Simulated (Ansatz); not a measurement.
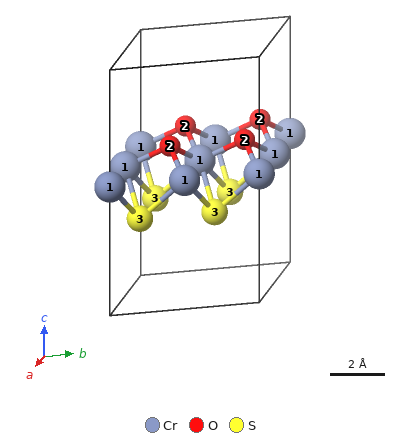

Figure 1. The structure as given in the input (ball-and-stick view of the 2 × 2 repeat of the cell, with the vacuum cut short, seen slightly off an axis; atoms are numbered from 1 in the order of the input). Near neighbours in the crystal (not all of them lie inside the picture): Cr has 3 O at 1.91 Å and 3 S at 2.30 Å; O has 3 Cr at 1.91 Å; S has 3 Cr at 2.30 Å.

**Single-point calculation of CrSO (part 1 of 2)**

CrSO (slab, 3 atoms in the cell), computed with DFT, PBE0, plane waves, PAW, no spin polarisation (Ansatz 0.2.0).

The geometry comes from this level: r2SCAN. Figures and captions count atoms from 1; the log counts them from 0 in places.

**Input**
```yaml
crystal:
  lattice:
    - [2.924420892, 0.0, 0.0]
    - [-1.462210446, 2.5326227839, 0.0]
    - [0.0, 0.0, 29.0441106616]
  atoms:
    - { symbol: Cr, position: [0.0, 0.0, 0.3176355729] }
    - { symbol: O, position: [0.3333333333, 0.6666666667, 0.3480537198] }
    - { symbol: S, position: [0.6666666667, 0.3333333333, 0.2639311839] }
  periodic: [true, true, false]
kpoints:
  mp_grid: { grid: [9, 9, 1] }
hamiltonian:
  xc: pbe0
scf:
  occupations: { method: fermi_dirac, width: 0.02 }
  n_extra_bands: 4
output:
  forces: true
  stress: true
  eigenvalues: true
  write_density: true
  write_potential: true
  elf: true
  volumetric_format: npy
```

Launch command:
```bash
ansatz run input.yaml --threads 4 --pin off --max-ram 5529MiB --backend cpu --events-out ev --progress --plain --runs-dir out
```

**Output**
```
Warning: output.stress: scf.convergence.dr2_threshold = 1e-7 eV (the SCF's general default) is looser than the 3e-10 eV advised for a printed stress (1e-10 eV for each atom of the cell: 3). What an SCF threshold leaves in a stress goes as its square root, and in the free energy as the threshold itself, and one threshold admits the most on a small cell: of the crystals measured, under no hybrid functional and no lock of the moments, on runs that ended without the residual-converged pass, on stresses that held no estimate of that error, the worst erred by over 100 MPa in a component at 1e-7 eV an atom and by under 5 at 1e-10. Set scf.convergence.dr2_threshold to 3e-10 eV or tighter. The threshold is an SCF's pass mark: one that does not reach it within its budget of iterations ends unconverged, or closes short of it on a stop that the run arms, and scf.convergence.dr2_threshold's page says what that costs each kind of run
Warning: output.stress: scf.exx.energy_threshold = 1e-6 eV is looser than the 3e-8 eV advised for a stress under a hybrid functional (1e-8 eV for each atom of the cell: 3). Every SCF of the exchange loop can meet its threshold on dr2 while the loop round them stops early: no threshold on dr2 bounds what that leaves in the stress. Set scf.exx.energy_threshold to 3e-8 eV or tighter. The threshold is the loop's pass mark: a loop that does not reach it within its budget of cycles ends unconverged, and scf.exx.energy_threshold's page has the law
scf.n_extra_bands = 4 over 13 filled bands (N_el = 26.0): the run solves 17 bands
Engine: ansatz 0.2.0, aarch64-unknown-linux-gnu
Pseudopotentials: kind: paw
Pseudopotential: Cr, paw, valence charge 14, recommended cutoff 420 eV (normal), Cr.paw.azcp
Pseudopotential: O, paw, valence charge 6, recommended cutoff 420 eV (normal), O.paw.azcp
Pseudopotential: S, paw, valence charge 6, recommended cutoff 420 eV (normal), S.paw.azcp
Functional definition: PBE0
  parameter a = 0.25
  parameter kappa = 0.804
  parameter beta = 0.06672455060314922
  exchange = (1 - a)*pbe_x(kappa = kappa, mu = beta*pi^2/3) + a*exact_x
  correlation = pbe_c(beta = beta)
Crystal: 3 atoms, lattice volume = 215.114 Å³
Basis set: ecut = 420 eV, 4153 PW (Γ), exchange–correlation on 40×40×400 points (8 copies of the dense FFT grid, shifted against one another)
Bands: 17, of which v1, the nominal top of the filled ones, is band 13 counted from 1 (12 counted from 0)
Symmetry: 6 space group operations
Space group: P3m1 (ITA 156), of the structure as read, at distance tolerance 6.0e-5 Å
k-points: 12 of 81 (time reversal used)
Non-local potential: Cr, projectors of the file, l = 0: 3, l = 1: 2, l = 2: 3, l = 3: 1
Non-local potential: O, projectors of the file, l = 0: 2, l = 1: 2, l = 2: 1
Non-local potential: S, projectors of the file, l = 0: 2, l = 1: 2, l = 2: 2
PAW form: soft (Blöchl's): semilocal exchange-correlation on the pseudo side does not see the compensation charge
PAW frozen core: Cr, regenerated for the run's functional, and the local potential with it (the file was generated under x = pbe(κ = 0.804, μ = 0.2195149727645171), c = pbe(β = 0.06672455060314922))
PAW frozen core: O, regenerated for the run's functional, and the local potential with it (the file was generated under x = pbe(κ = 0.804, μ = 0.2195149727645171), c = pbe(β = 0.06672455060314922))
PAW frozen core: S, regenerated for the run's functional, and the local potential with it (the file was generated under x = pbe(κ = 0.804, μ = 0.2195149727645171), c = pbe(β = 0.06672455060314922))
PAW one-centre angular grid: Cr, 590 points (default); XC on 64 Gauss nodes
PAW one-centre angular grid: O, 110 points (default); XC on 64 Gauss nodes
PAW one-centre angular grid: S, 110 points (default); XC on 64 Gauss nodes
Initial density: superposition of atomic densities (neutral atoms: chi_scale 0, normalization atom), corrected by the library's trained network
Initial wavefunctions: pseudopotential atomic-orbital guess
Functional: x = pbe(κ = 0.804, μ = 0.2195149727645171), c = pbe(β = 0.06672455060314922), warm-up for x = 0.75 pbe(κ = 0.804, μ = 0.2195149727645171) + 0.25 exact, c = pbe(β = 0.06672455060314922)
SCF iter   1: F=—  HF=-4847.709353 eV  |F-HF|=—  |Δ(HF+E_count)|=         —  Δρ=3.41e-3  dr2=1.34e-2  ethr=1.77e-3  ⟨swp⟩=6.8  Hψ=941  notcnv=0
preconditioner: auto → none  [insulator: Δε(μ)=0.177 eV  Ē_g=8.246 eV  σ=0.020 eV  W_gap=0.69  n_scr=16 (ndim 8)  ℏωp=10.7 eV  f_vac=0.796  D(μ)=0.91/eV (n_scr^D=8)]
SCF iter   2: F=—  HF=-4847.718398 eV  |F-HF|=—  |Δ(HF+E_count)|=   9.04e-3  Δρ=4.05e-3  dr2=1.43e-1  ethr=5.15e-5  ⟨swp⟩=4.7  Hψ=632  notcnv=0
SCF iter   3: F=—  HF=-4847.733591 eV  |F-HF|=—  |Δ(HF+E_count)|=   1.52e-2  Δρ=7.19e-3  dr2=3.76e-1  ethr=5.15e-5  ⟨swp⟩=5.0  Hψ=670  notcnv=0  recentre
SCF iter   4: F=—  HF=-4847.709603 eV  |F-HF|=—  |Δ(HF+E_count)|=   2.40e-2  Δρ=1.44e-3  dr2=3.79e-3  ethr=5.15e-5  ⟨swp⟩=4.9  Hψ=595  notcnv=0
SCF iter   5: F=—  HF=-4847.709825 eV  |F-HF|=—  |Δ(HF+E_count)|=   2.21e-4  Δρ=9.95e-4  dr2=2.12e-3  ethr=1.46e-5  ⟨swp⟩=3.0  Hψ=446  notcnv=0
SCF iter   6: F=—  HF=-4847.709753 eV  |F-HF|=—  |Δ(HF+E_count)|=   7.14e-5  Δρ=3.74e-4  dr2=2.90e-4  ethr=8.14e-6  ⟨swp⟩=2.0  Hψ=387  notcnv=0
iter 7 solved again at ethr=3.29e-8 eV; its pass at ethr=1.11e-6 eV (dr2=8.54e-6 eV) is discarded
SCF iter   7: F=—  HF=-4847.709723 eV  |F-HF|=—  |Δ(HF+E_count)|=   3.06e-5  Δρ=7.45e-5  dr2=1.05e-5  ethr=3.29e-8  ⟨swp⟩=4.0  Hψ=850  notcnv=0
eigensolver tolerance schedule calibrated: the retry pair's looser diagonalisation under-reported the residual by θ = 0.18 (0.12/decade); ethr = c·dr2/N_el runs at the constant in force after the calibration composes with the one it found (an armed cap, an earlier calibration), c = 7.0e-2
SCF iter   8: F=—  HF=-4847.709726 eV  |F-HF|=—  |Δ(HF+E_count)|=   3.30e-6  Δρ=2.41e-5  dr2=2.34e-6  ethr=2.80e-8  ⟨swp⟩=3.0  Hψ=410  notcnv=0
SCF iter   9: F=—  HF=-4847.709726 eV  |F-HF|=—  |Δ(HF+E_count)|=   2.34e-7  Δρ=7.52e-6  dr2=1.66e-7  ethr=6.27e-9  ⟨swp⟩=2.0  Hψ=363  notcnv=0
SCF iter  10: F=—  HF=-4847.709726 eV  |F-HF|=—  |Δ(HF+E_count)|=   1.93e-8  Δρ=2.15e-6  dr2=1.06e-8  ethr=4.43e-10  ⟨swp⟩=3.8  Hψ=432  notcnv=0
SCF iter  11: F=-4847.709726 eV  HF=-4847.709726 eV  |F-HF|=2.84e-10  |Δ(HF+E_count)|=   1.46e-8  Δρ=5.57e-7  dr2=6.06e-10  ethr=2.83e-11  ⟨swp⟩=3.7  Hψ=479  notcnv=0
SCF 1 converged in 11 iterations: F = -4847.709726 eV  dr2 = 6.06e-10
  greatest PAW one-centre occupation: 1.000 electrons in one spin orbital (limit 2), on the Cr atom at site 0 (counted from 0), in its partial waves of l = 0
Initial density: handed on by an earlier stage of this run
Initial wavefunctions: those handed on with the density
Functional: x = 0.75 pbe(κ = 0.804, μ = 0.2195149727645171) + 0.25 exact, c = pbe(β = 0.06672455060314922)
Frozen-core exchange: fock
iter 1 solved again at ethr=1.59e-3 eV; its pass at ethr=1.00e-1 eV (dr2=5.94e-1 eV) is discarded
SCF iter   1: F=—  HF=-4845.926795 eV  |F-HF|=—  |Δ(HF+E_count)|=         —  Δρ=1.71e-2  dr2=7.36e-1  ethr=1.59e-3  ⟨swp⟩=4.2  Hψ=902  notcnv=0
preconditioner: auto → none  [metal: Δε(μ)=0.000 eV  Ē_g=10.984 eV  σ=0.020 eV  W_gap=0.00  n_scr=16 (ndim 8)  ℏωp=10.7 eV  f_vac=0.796  D(μ)=0.62/eV (n_scr^D=6)]
SCF iter   2: F=—  HF=-4846.441330 eV  |F-HF|=—  |Δ(HF+E_count)|=   5.15e-1  Δρ=4.20e-2  dr2=5.91e0  ethr=1.59e-3  ⟨swp⟩=4.5  Hψ=680  notcnv=0  recentre
SCF iter   3: F=—  HF=-4845.825717 eV  |F-HF|=—  |Δ(HF+E_count)|=   6.16e-1  Δρ=7.52e-3  dr2=2.62e-1  ethr=1.59e-3  ⟨swp⟩=4.6  Hψ=650  notcnv=0
SCF iter   4: F=—  HF=-4845.799758 eV  |F-HF|=—  |Δ(HF+E_count)|=   2.60e-2  Δρ=2.44e-3  dr2=4.67e-2  ethr=5.84e-4  ⟨swp⟩=3.0  Hψ=450  notcnv=0
SCF iter   5: F=—  HF=-4845.798113 eV  |F-HF|=—  |Δ(HF+E_count)|=   1.65e-3  Δρ=2.00e-3  dr2=3.89e-2  ethr=1.81e-5  ⟨swp⟩=4.2  Hψ=665  notcnv=0
SCF iter   6: F=—  HF=-4845.797020 eV  |F-HF|=—  |Δ(HF+E_count)|=   1.09e-3  Δρ=3.43e-4  dr2=3.04e-2  ethr=1.81e-5  ⟨swp⟩=3.0  Hψ=472  notcnv=0
SCF iter   7: F=—  HF=-4845.796998 eV  |F-HF|=—  |Δ(HF+E_count)|=   2.18e-5  Δρ=2.33e-4  dr2=1.49e-4  ethr=5.01e-7  ⟨swp⟩=3.0  Hψ=384  notcnv=0
SCF iter   8: F=—  HF=-4845.796978 eV  |F-HF|=—  |Δ(HF+E_count)|=   2.05e-5  Δρ=1.03e-4  dr2=2.80e-5  ethr=3.98e-7  ⟨swp⟩=2.0  Hψ=362  notcnv=0
SCF iter   9: F=—  HF=-4845.796975 eV  |F-HF|=—  |Δ(HF+E_count)|=   2.78e-6  Δρ=4.45e-5  dr2=5.28e-6  ethr=7.49e-8  ⟨swp⟩=2.0  Hψ=362  notcnv=0
SCF iter  10: F=-4845.796974 eV  HF=-4845.796974 eV  |F-HF|=8.69e-9  |Δ(HF+E_count)|=   4.59e-7  Δρ=3.20e-6  dr2=1.60e-8  ethr=1.41e-8  ⟨swp⟩=3.1  Hψ=411  notcnv=0
SCF 2 converged in 10 iterations: F = -4845.796974 eV  dr2 = 1.60e-8
  Residual-converged pass: ⟨swp⟩=5.8  Hψ=741  notcnv=0  max |occ|·‖R‖ = 6.5e-6 eV (tolerance 6.7e-6 eV)  dr2=1.26e-8  dr2_onsite=4.17e-9  max |Δocc| = 2.7e-8
hybrid outer 1: dexx = +3.921e-2 eV, tail = 6.82e-2 eV
Frozen-core exchange: fock
SCF iter   1: F=—  HF=-4845.858646 eV  |F-HF|=—  |Δ(HF+E_count)|=         —  Δρ=2.73e-3  dr2=2.75e-2  ethr=1.31e-3  ⟨swp⟩=2.0  Hψ=408  notcnv=0
preconditioner: auto → none  [metal: Δε(μ)=0.000 eV  Ē_g=10.659 eV  σ=0.020 eV  W_gap=0.00  n_scr=16 (ndim 8)  ℏωp=10.7 eV  f_vac=0.797  D(μ)=0.62/eV (n_scr^D=6)]
SCF iter   2: F=—  HF=-4845.857956 eV  |F-HF|=—  |Δ(HF+E_count)|=   6.90e-4  Δρ=1.95e-3  dr2=3.44e-2  ethr=2.29e-5  ⟨swp⟩=4.4  Hψ=549  notcnv=0
SCF iter   3: F=—  HF=-4845.855843 eV  |F-HF|=—  |Δ(HF+E_count)|=   2.11e-3  Δρ=4.75e-4  dr2=1.52e-2  ethr=2.29e-5  ⟨swp⟩=4.1  Hψ=506  notcnv=0
SCF iter   4: F=—  HF=-4845.855719 eV  |F-HF|=—  |Δ(HF+E_count)|=   1.24e-4  Δρ=1.09e-4  dr2=1.36e-2  ethr=2.86e-6  ⟨swp⟩=3.0  Hψ=413  notcnv=0
SCF iter   5: F=—  HF=-4845.855718 eV  |F-HF|=—  |Δ(HF+E_count)|=   1.23e-6  Δρ=2.40e-5  dr2=8.82e-7  ethr=3.71e-8  ⟨swp⟩=4.0  Hψ=486  notcnv=0
SCF iter   6: F=—  HF=-4845.855718 eV  |F-HF|=—  |Δ(HF+E_count)|=   1.74e-7  Δρ=9.79e-6  dr2=1.77e-7  ethr=2.36e-9  ⟨swp⟩=4.0  Hψ=588  notcnv=0
SCF iter   7: F=—  HF=-4845.855718 eV  |F-HF|=—  |Δ(HF+E_count)|=   5.13e-8  Δρ=1.14e-6  dr2=2.39e-9  ethr=4.73e-10  ⟨swp⟩=3.5  Hψ=477  notcnv=0
SCF iter   8: F=—  HF=-4845.855718 eV  |F-HF|=—  |Δ(HF+E_count)|=  8.73e-11  Δρ=2.91e-7  dr2=1.76e-10  ethr=6.39e-12  ⟨swp⟩=4.1  Hψ=634  notcnv=0
SCF iter   9: F=-4845.855718 eV  HF=-4845.855718 eV  |F-HF|=5.73e-11  |Δ(HF+E_count)|=  7.28e-12  Δρ=9.30e-8  dr2=2.24e-11  ethr=1.00e-12  ⟨swp⟩=3.0  Hψ=420  notcnv=0
SCF 3 converged in 9 iterations: F = -4845.855718 eV  dr2 = 2.24e-11
  Residual-converged pass: ⟨swp⟩=4.1  Hψ=563  notcnv=0  max |occ|·‖R‖ = 2.5e-7 eV (tolerance 2.7e-7 eV)  dr2=2.43e-11  dr2_onsite=3.25e-12  max |Δocc| = 1.1e-13
hybrid outer 2: dexx = +1.417e-2 eV, tail = 3.11e-2 eV, Δε = 3.25e-1 eV (about 3.81e-1 eV left of the loop's levels), ΔF = 1.42e-1 eV/Å (tail 8.36e-1)
Frozen-core exchange: fock
SCF iter   1: F=—  HF=-4845.883139 eV  |F-HF|=—  |Δ(HF+E_count)|=         —  Δρ=2.19e-3  dr2=1.74e-2  ethr=5.98e-4  ⟨swp⟩=2.0  Hψ=408  notcnv=0
preconditioner: auto → none  [metal: Δε(μ)=0.000 eV  Ē_g=10.654 eV  σ=0.020 eV  W_gap=0.00  n_scr=16 (ndim 8)  ℏωp=10.7 eV  f_vac=0.797  D(μ)=0.62/eV (n_scr^D=6)]
SCF iter   2: F=—  HF=-4845.883599 eV  |F-HF|=—  |Δ(HF+E_count)|=   4.60e-4  Δρ=1.72e-3  dr2=3.12e-2  ethr=1.22e-5  ⟨swp⟩=4.2  Hψ=564  notcnv=0  recentre
SCF iter   3: F=—  HF=-4845.882254 eV  |F-HF|=—  |Δ(HF+E_count)|=   1.34e-3  Δρ=1.65e-3  dr2=1.33e-2  ethr=1.22e-5  ⟨swp⟩=4.2  Hψ=524  notcnv=0
SCF iter   4: F=—  HF=-4845.881275 eV  |F-HF|=—  |Δ(HF+E_count)|=   9.79e-4  Δρ=2.20e-4  dr2=9.39e-3  ethr=4.60e-6  ⟨swp⟩=2.5  Hψ=386  notcnv=0
SCF iter   5: F=—  HF=-4845.881261 eV  |F-HF|=—  |Δ(HF+E_count)|=   1.48e-5  Δρ=6.16e-5  dr2=5.96e-6  ethr=1.14e-7  ⟨swp⟩=3.5  Hψ=475  notcnv=0
SCF iter   6: F=—  HF=-4845.881259 eV  |F-HF|=—  |Δ(HF+E_count)|=   1.22e-6  Δρ=1.11e-5  dr2=9.97e-8  ethr=1.60e-8  ⟨swp⟩=3.0  Hψ=409  notcnv=0
SCF iter   7: F=—  HF=-4845.881259 eV  |F-HF|=—  |Δ(HF+E_count)|=   1.18e-8  Δρ=3.37e-6  dr2=1.01e-8  ethr=2.67e-10  ⟨swp⟩=4.1  Hψ=639  notcnv=0
SCF iter   8: F=—  HF=-4845.881259 eV  |F-HF|=—  |Δ(HF+E_count)|=   3.41e-9  Δρ=7.62e-7  dr2=1.58e-9  ethr=2.70e-11  ⟨swp⟩=3.1  Hψ=508  notcnv=0
SCF iter   9: F=-4845.881259 eV  HF=-4845.881259 eV  |F-HF|=1.11e-10  |Δ(HF+E_count)|=  3.16e-10  Δρ=2.16e-7  dr2=7.66e-11  ethr=4.24e-12  ⟨swp⟩=3.0  Hψ=430  notcnv=0
SCF 4 converged in 9 iterations: F = -4845.881259 eV  dr2 = 7.66e-11
  Residual-converged pass: ⟨swp⟩=5.0  Hψ=658  notcnv=0  max |occ|·‖R‖ = 2.4e-7 eV (tolerance 2.7e-7 eV)  dr2=7.68e-11  dr2_onsite=1.02e-11  max |Δocc| = 4.0e-13
hybrid outer 3: dexx = +9.399e-3 eV, tail = 4.07e-2 eV, Δε = 6.33e-2 eV (about 8.16e-2 eV left of the loop's levels), ΔF = 8.45e-2 eV/Å (tail 6.81e-1)
Frozen-core exchange: fock
SCF iter   1: F=—  HF=-4845.899499 eV  |F-HF|=—  |Δ(HF+E_count)|=         —  Δρ=1.76e-3  dr2=1.07e-2  ethr=3.97e-4  ⟨swp⟩=2.0  Hψ=408  notcnv=0
preconditioner: auto → none  [metal: Δε(μ)=0.000 eV  Ē_g=10.669 eV  σ=0.020 eV  W_gap=0.00  n_scr=16 (ndim 8)  ℏωp=10.7 eV  f_vac=0.797  D(μ)=0.62/eV (n_scr^D=6)]
SCF iter   2: F=—  HF=-4845.899473 eV  |F-HF|=—  |Δ(HF+E_count)|=   2.57e-5  Δρ=1.36e-3  dr2=1.68e-2  ethr=7.65e-6  ⟨swp⟩=4.1  Hψ=548  notcnv=0  recentre
SCF iter   3: F=—  HF=-4845.898955 eV  |F-HF|=—  |Δ(HF+E_count)|=   5.18e-4  Δρ=1.35e-3  dr2=8.26e-3  ethr=7.65e-6  ⟨swp⟩=3.8  Hψ=503  notcnv=0
SCF iter   4: F=—  HF=-4845.898284 eV  |F-HF|=—  |Δ(HF+E_count)|=   6.71e-4  Δρ=1.89e-4  dr2=5.81e-3  ethr=3.07e-6  ⟨swp⟩=2.8  Hψ=381  notcnv=0
SCF iter   5: F=—  HF=-4845.898274 eV  |F-HF|=—  |Δ(HF+E_count)|=   9.94e-6  Δρ=2.36e-5  dr2=1.09e-6  ethr=6.55e-8  ⟨swp⟩=3.8  Hψ=521  notcnv=0
SCF iter   6: F=—  HF=-4845.898274 eV  |F-HF|=—  |Δ(HF+E_count)|=   2.01e-7  Δρ=1.43e-5  dr2=1.70e-7  ethr=2.92e-9  ⟨swp⟩=3.3  Hψ=464  notcnv=0
SCF iter   7: F=—  HF=-4845.898274 eV  |F-HF|=—  |Δ(HF+E_count)|=   5.01e-8  Δρ=3.17e-6  dr2=1.62e-8  ethr=4.56e-10  ⟨swp⟩=3.0  Hψ=492  notcnv=0
SCF iter   8: F=—  HF=-4845.898274 eV  |F-HF|=—  |Δ(HF+E_count)|=   1.95e-9  Δρ=1.14e-6  dr2=3.95e-9  ethr=4.34e-11  ⟨swp⟩=3.7  Hψ=462  notcnv=0
SCF iter   9: F=—  HF=-4845.898274 eV  |F-HF|=—  |Δ(HF+E_count)|=  7.43e-10  Δρ=6.44e-7  dr2=1.20e-9  ethr=1.06e-11  ⟨swp⟩=2.5  Hψ=388  notcnv=0
SCF iter  10: F=—  HF=-4845.898274 eV  |F-HF|=—  |Δ(HF+E_count)|=  3.16e-10  Δρ=2.56e-7  dr2=1.64e-10  ethr=3.20e-12  ⟨swp⟩=3.7  Hψ=478  notcnv=0
SCF iter  11: F=-4845.898274 eV  HF=-4845.898274 eV  |F-HF|=6.18e-11  |Δ(HF+E_count)|=  4.09e-11  Δρ=8.28e-8  dr2=1.37e-11  ethr=1.00e-12  ⟨swp⟩=3.0  Hψ=397  notcnv=0
SCF 5 converged in 11 iterations: F = -4845.898274 eV  dr2 = 1.37e-11
  Residual-converged pass: ⟨swp⟩=4.3  Hψ=545  notcnv=0  max |occ|·‖R‖ = 2.7e-7 eV (tolerance 2.7e-7 eV)  dr2=1.59e-11  dr2_onsite=7.76e-12  max |Δocc| = 6.7e-14
hybrid outer 4: dexx = +6.118e-3 eV, tail = 2.72e-2 eV, Δε = 4.67e-2 eV (about 1.50e-1 eV left of the loop's levels), ΔF = 6.77e-2 eV/Å (tail 5.36e-1)
Frozen-core exchange: fock
SCF iter   1: F=—  HF=-4845.909874 eV  |F-HF|=—  |Δ(HF+E_count)|=         —  Δρ=1.34e-3  dr2=6.02e-3  ethr=2.45e-4  ⟨swp⟩=2.0  Hψ=408  notcnv=0
preconditioner: auto → none  [metal: Δε(μ)=0.000 eV  Ē_g=10.684 eV  σ=0.020 eV  W_gap=0.00  n_scr=16 (ndim 8)  ℏωp=10.7 eV  f_vac=0.797  D(μ)=0.62/eV (n_scr^D=6)]
SCF iter   2: F=—  HF=-4845.910103 eV  |F-HF|=—  |Δ(HF+E_count)|=   2.28e-4  Δρ=1.20e-3  dr2=1.20e-2  ethr=4.44e-6  ⟨swp⟩=4.1  Hψ=546  notcnv=0
SCF iter   3: F=—  HF=-4845.910312 eV  |F-HF|=—  |Δ(HF+E_count)|=   2.09e-4  Δρ=1.27e-3  dr2=1.53e-2  ethr=4.44e-6  ⟨swp⟩=4.1  Hψ=613  notcnv=0
SCF iter   4: F=—  HF=-4845.909276 eV  |F-HF|=—  |Δ(HF+E_count)|=   1.04e-3  Δρ=5.03e-4  dr2=4.44e-3  ethr=4.44e-6  ⟨swp⟩=3.1  Hψ=466  notcnv=0
SCF iter   5: F=—  HF=-4845.909168 eV  |F-HF|=—  |Δ(HF+E_count)|=   1.08e-4  Δρ=1.06e-4  dr2=3.27e-3  ethr=2.41e-6  ⟨swp⟩=2.7  Hψ=391  notcnv=0
SCF iter   6: F=—  HF=-4845.909168 eV  |F-HF|=—  |Δ(HF+E_count)|=   7.54e-7  Δρ=2.12e-5  dr2=1.60e-6  ethr=1.06e-7  ⟨swp⟩=4.0  Hψ=446  notcnv=0
SCF iter   7: F=—  HF=-4845.909167 eV  |F-HF|=—  |Δ(HF+E_count)|=   2.75e-7  Δρ=8.06e-6  dr2=6.33e-8  ethr=4.28e-9  ⟨swp⟩=3.4  Hψ=498  notcnv=0
SCF iter   8: F=—  HF=-4845.909167 eV  |F-HF|=—  |Δ(HF+E_count)|=   2.35e-8  Δρ=1.76e-6  dr2=7.84e-9  ethr=1.69e-10  ⟨swp⟩=4.0  Hψ=568  notcnv=0  defer=1
SCF iter   9: F=—  HF=-4845.909167 eV  |F-HF|=—  |Δ(HF+E_count)|=   1.58e-9  Δρ=7.33e-7  dr2=1.17e-9  ethr=2.10e-11  ⟨swp⟩=3.2  Hψ=464  notcnv=0  defer=2
SCF iter  10: F=—  HF=-4845.909167 eV  |F-HF|=—  |Δ(HF+E_count)|=  1.19e-10  Δρ=2.25e-7  dr2=2.72e-10  ethr=3.14e-12  ⟨swp⟩=2.7  Hψ=381  notcnv=0
SCF iter  11: F=-4845.909167 eV  HF=-4845.909167 eV  |F-HF|=3.27e-11  |Δ(HF+E_count)|=  3.18e-11  Δρ=3.39e-8  dr2=8.11e-12  ethr=1.00e-12  ⟨swp⟩=3.0  Hψ=377  notcnv=0
SCF 6 converged in 11 iterations: F = -4845.909167 eV  dr2 = 8.11e-12
  Residual-converged pass: ⟨swp⟩=4.8  Hψ=610  notcnv=0  max |occ|·‖R‖ = 2.4e-7 eV (tolerance 2.7e-7 eV)  dr2=6.27e-12  dr2_onsite=9.74e-13  max |Δocc| = 1.6e-13
hybrid outer 5: dexx = +3.682e-3 eV, tail = 1.61e-2 eV, Δε = 3.55e-2 eV (about 1.35e-1 eV left of the loop's levels), ΔF = 6.66e-2 eV/Å (tail 4.05e-1)
Frozen-core exchange: fock
```
